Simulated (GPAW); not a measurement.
**AlF4 (charge −1): property calculation**

System: AlF4, charge −1, SMILES [F][Al-]([F])([F])[F].
Method: PBE/real-space grid, scalar-relativistic datasets (GPAW 26.7.0).

The geometry comes from this level: GFN2-xTB.

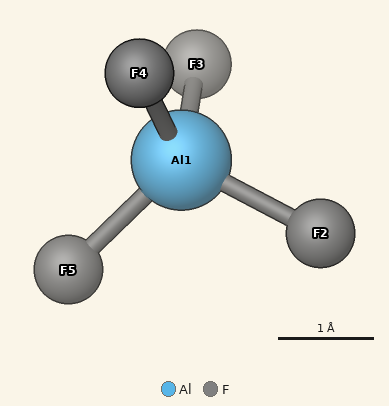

Fig. 1: The input geometry (ball-and-stick view, seen at a tilt; atoms are numbered from 1 in the order of the input). Sticks mark near contacts. Bond lengths as drawn: Al–F 1.68 Å.

**Key numbers**

| quantity | value |
| --- | --- |
| outcome | converged |
| energy relative to the program's reference atoms | −30.3560 eV |
| largest force | 0.931 eV/Å |
| HOMO | −3.38 eV |
| LUMO | 3.10 eV |
| hardware | 1 thread of Arm Neoverse V2, 24 GiB of memory available, shared host |
| wall time | 33 s |
| peak memory | 1.2 GiB |

**Input file (calc.py)**
```python
from ase import Atoms
from gpaw import GPAW

# Geometry
molecule = Atoms(['Al', 'F', 'F', 'F', 'F'],
    positions=[[ -0.000060,   0.000070,   0.000150],
               [  0.012000,  -0.018490,   1.683050],
               [  1.583790,   0.010900,  -0.569420],
               [ -0.801320,   1.377250,  -0.543040],
               [ -0.794410,  -1.369730,  -0.570750]])
molecule.center(vacuum=5.5)

# Calculator
calculator = GPAW(mode='fd', charge=-1, h=0.18, maxiter=150, xc='PBE', txt='-')
molecule.calc = calculator

energy = molecule.get_potential_energy()
print(f'Energy                  {energy:.5f} eV')
forces = molecule.get_forces()
print('Forces (eV/Ang)')
for symbol, f in zip(molecule.symbols, forces):
    print(f'{symbol:2} {f[0]:9.4f} {f[1]:9.4f} {f[2]:9.4f}')
homo, lumo = calculator.get_homo_lumo()
print(f'HOMO: {homo:.3f} eV')
print(f'LUMO                    {lumo:.3f} eV')
print(f'Gap                     {lumo - homo:.3f} eV')
```

Launched with:
```bash
python calc.py
```

**Log**
```
__  _  _
 | _ |_)|_||  |
 |__||  | ||/\| - 26.7.0

units:  Angstrom and eV
cores:  1
OpenMP: False

Versions:
  Python: 3.12.14
  ASE:    3.29.0
  Numpy:  2.5.5
  Scipy:  1.18.1
  Libxc:  7.0.0

        _gpaw.cpython-312-aarch64-linux-gnu.so

Input parameters:
  mode=FD(),
  charge=-1,
  h=0.18,
  maxiter=150,
  xc=XC(name='PBE')

Diagonalizing LCAO Hamiltonian
Converting LCAO to fd mode
         .--------------------------------.
        /|                                |
       / |                                |
      /  |                                |
     /   |                                |
    /    |                                |
   /     |                                |
  /      |                                |
 *       |                                |
 |       |                                |
 |       |                                |
 |       |           F                    |
 |       |                                |
 |       |         F Al F                 |
 |       |        F                       |
 |       |                                |
 |       .--------------------------------.
 |      /                                /
 |     /                                /
 |    /                                /
 |   /                                /
 |  /                                /
 | /                                /
 |/                                /
 *--------------------------------*

Atoms  # Å, Bohr magnetons
|   | symbol |        x |        y |        z |    initial magnetic moments |
|---|--------|----------|----------|----------|-----------------------------|
| 0 |     Al | 6.301260 | 6.869800 | 6.070900 | ( 0.0000,  0.0000,  0.0000) |
| 1 |      F | 6.313320 | 6.851240 | 7.753800 | ( 0.0000,  0.0000,  0.0000) |
| 2 |      F | 7.885110 | 6.880630 | 5.501330 | ( 0.0000,  0.0000,  0.0000) |
| 3 |      F | 5.500000 | 8.246980 | 5.527710 | ( 0.0000,  0.0000,  0.0000) |
| 4 |      F | 5.506910 | 5.500000 | 5.500000 | ( 0.0000,  0.0000,  0.0000) |

Unit cell  # Å
| periodic |         x |         y |         z |   lengths |    angles |
|----------|-----------|-----------|-----------|-----------|-----------|
|       no | 13.385110 |  0.000000 |  0.000000 | 13.385110 | 90.000000 |
|       no |  0.000000 | 13.746980 |  0.000000 | 13.746980 | 90.000000 |
|       no |  0.000000 |  0.000000 | 13.253800 | 13.253800 | 90.000000 |

Number of symmetries: 1
Symmetry operations  # r_c * U_cc + t_c -> r_c
|   | kind |            matrix            |
|---|------|------------------------------|
| 0 |  E   |  1, 0, 0,  0, 1, 0,  0, 0, 1 |

BZ-sampling:
  Number of BZ points: 1
  Number of IBZ points: 1

  Monkhorst-Pack size: [1, 1, 1]
  Monkhorst-Pack shift: [0, 0, 0]

K-points  # in reciprocal-cell coordinates
|   |                                coordinates |     weight |
|---|--------------------------------------------|------------|
| 0 | (  0.00000000,   0.00000000,   0.00000000) | 1.00000000 |

Uniform wave function grid shape: (np.int64(75), np.int64(75), np.int64(71))
Spin-components: 1 (collinear spins)
Bands:           20
Projectors:      25
Spin-degeneracy: 2
Datatype:        float64

  Storage: CPU
  Wave functions: 63_900_000 bytes (63_900_000 per core)

Parallelization:
  kpt:    1
  domain: 1
  band:   1

Density:
  Valence electrons: 31.0
  Components: 1
  Grid points: [76 76 72]
  Charge: -1.0  # |e|

Potential:
  Grid points: [76 76 72]

species:
  Al:
    name:    Aluminium
    Z:       13.0
    valence: 3
    core:    10
    charge:  0.0  # [|e|]
    file:    Al.PBE.gz
    compensation charges:
      type: gauss
      rc: 0.34  # [Å]
      lmax: 2
    cutoffs:
      filter: 1.91  # [Å]
      core: 2.36  # [Å]
    projectors
    | kind |    occ | energy [eV] | rcut [Å] |
    |------|--------|-------------|----------|
    |   3s |  2.000 |      -7.753 |    1.085 |
    |   3p |  1.000 |      -2.712 |    1.085 |
    |    s |        |      19.459 |    1.085 |
    |    p |        |      24.499 |    1.085 |
    |    d |        |       0.000 |    1.085 |

    Using partial waves for Al as LCAO basis

  F:
    name:    Fluorine
    Z:       9.0
    valence: 7
    core:    2
    charge:  0.0  # [|e|]
    file:    F.PBE.gz
    compensation charges:
      type: gauss
      rc: 0.20  # [Å]
      lmax: 2
    cutoffs:
      filter: 1.14  # [Å]
      core: 0.74  # [Å]
    projectors
    | kind |    occ | energy [eV] | rcut [Å] |
    |------|--------|-------------|----------|
    |   2s |  2.000 |     -29.898 |    0.635 |
    |   2p |  5.000 |     -11.110 |    0.635 |
    |    s |        |      -2.687 |    0.635 |
    |    p |        |      16.102 |    0.635 |
    |    d |        |       0.000 |    0.635 |

    Using partial waves for F as LCAO basis

Reference energy: -17459.746406  # eV

eigensolver:
  PPCG
  Converge bands: occupied
  niter=2

density mixing:
  MSR1-Mixer
  Pratt-step length: 0.05
  Maximum mixing coefficient: 0.75
  Old densities: 10
  SVD Regularization: 0.005
  Good broyden scale: 1.0
  Trust region scale: 1.0
  Backstep threshold: 4.0
  History deletion threshold: 6.0
  Fourier metric: weight=20.0, sigma=0.015

occupation numbers:
  # Zero width

FastPoissonSolver using
    Stencil: 6*3+1=19 point O(h^6) finite-difference Laplacian
    FFT axes: []
    FST axes: [np.int64(2), np.int64(0), np.int64(1)]

xc functional:
  name: PBE with 2 nearest neighbor stencil
interpolation: tri-quintic # 5. degree polynomial

Initialization done in: 3.380 s

convergence criteria:
- Maximum [total energy] change in last 3 cyles: 0.0005 eV / valence electron
- Maximum integral of absolute [dens]ity change: 0.0001 electrons / valence electron
- Maximum integral of absolute [eigenst]ate change: 4e-08 eV^2 / valence electron
maximum number of iterations: 150

SCF iterations
|iter     |     time |      energy | eigst |  dens |
|---------|----------|-------------|-------|-------|
|iter:   1| 00:00:05 |  -30.423113 | +0.94 |       |
|iter:   2| 00:00:08 |  -30.438340 | -0.49 | -1.18 |
|iter:   3| 00:00:10 |  -30.318727 | -0.27 | -1.21 |
|iter:   4| 00:00:13 |  -30.349617 | -1.08 | -1.65 |
|iter:   5| 00:00:15 |  -30.354270 | -1.93 | -2.06 |
|iter:   6| 00:00:18 |  -30.356019c| -2.74 | -2.40 |
|iter:   7| 00:00:20 |  -30.356037c| -3.76 | -3.16 |
|iter:   8| 00:00:23 |  -30.356042c| -4.50 | -3.64 |
|iter:   9| 00:00:25 |  -30.356041c| -5.27 | -4.14c|
|iter:  10| 00:00:28 |  -30.356041c| -5.91 | -4.64c|
|iter:  11| 00:00:30 |  -30.356041c| -6.94 | -4.93c|
|iter:  12| 00:00:32 |  -30.356041c| -7.53c| -5.40c|

Converged in 12 steps
SCF loop duration: 28.528 s (2.377 s/step)
Energy contributions relative to reference atoms: (reference = -17459.746406)

Energy contributions:
  Kinetic:          41.366603
  Coulomb:         -37.736781
  Zero:              0.899309
  External:          0.000000
  Xc:              -34.885172
  Entropy:           0.000000
  Spinorbit:         0.000000
  ----------------------------
  Free energy:     -30.356041
  Extrapolated:    -30.356041

dipole moment: (-6.297439, -6.869600, -6.064584)  # |e|*Ang

Fermi level: -0.142
Eigenvalues  # (at kpt = [0.000, 0.000, 0.000])
| band index |      eig [eV] | occ [0-2] |
|------------|---------------|-----------|
|          0 |       -23.161 |     2.000 |
|        ... |               |           |
|          8 |        -4.185 |     2.000 |
|          9 |        -4.183 |     2.000 |
|         10 |        -4.040 |     2.000 |
|         11 |        -4.036 |     2.000 |
|         12 |        -4.033 |     2.000 |
|         13 |        -3.397 |     2.000 |
|         14 |        -3.392 |     2.000 |
|         15 |        -3.384 |     2.000 |
|         16 |         3.100 |     0.000 |
|         17 |         3.642 |     0.000 |
|         18 |         3.679 |     0.000 |
|         19 |         3.691 |     0.000 |

Gap: 6.484 eV
Transition (v -> c):
  (s=0, k=0, n=15, [0.00, 0.00, 0.00]) -> (s=0, k=0, n=16, [0.00, 0.00, 0.00])
No difference between direct/indirect transitions
vacuum-level: 0.000  # V
Energy                  -30.35604 eV

Forces  # eV/Ang
|        x |        y |        z |
|----------|----------|----------|
|  0.02469 |  0.00285 |  0.02430 |  # Al   0
| -0.03656 | -0.06006 |  0.92876 |  # F    1
|  0.75263 |  0.00812 | -0.43199 |  # F    2
| -0.38062 |  0.74476 | -0.23962 |  # F    3
| -0.37615 | -0.63487 | -0.45556 |  # F    4

Force computation time: 0.093  # s
Forces (eV/Ang)
Al    0.0247    0.0028    0.0243
F    -0.0366   -0.0601    0.9288
F     0.7526    0.0081   -0.4320
F    -0.3806    0.7448   -0.2396
F    -0.3762   -0.6349   -0.4556
HOMO: -3.384 eV
LUMO                    3.100 eV
Gap                     6.484 eV
```

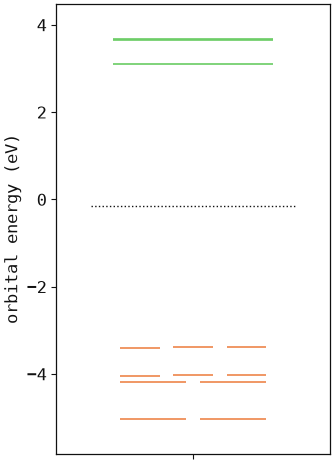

Fig. 2: Orbital energies near the frontier; the dotted line parts filled from empty levels, and levels within 0.02 eV of each other stand side by side. Highest filled −3.38 eV, lowest empty 3.10 eV, 6.48 eV apart.
